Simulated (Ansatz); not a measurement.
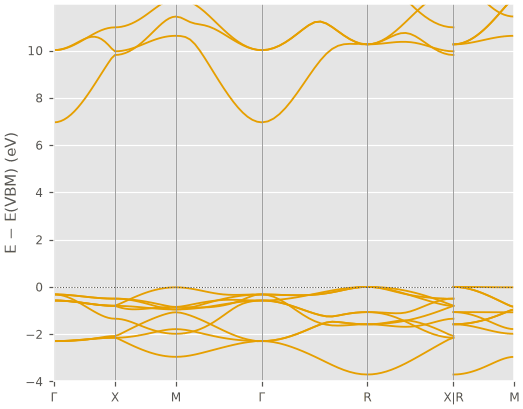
*Band structure from the program Ansatz at the PBE level (PAW)*

Task: Read off the gap and where the band edges lie.

Result: About 7.0 eV (6.96 eV by a search for the band edges); maximum at R, minimum at Γ.

The material is KMgF$_{3}$ (cubic perovskite, space group No. 221).

Space group Pm-3m (cubic perovskite). Symmetry was held in the PBE relaxation.

Potentials: the later of the program's two PAW sets.
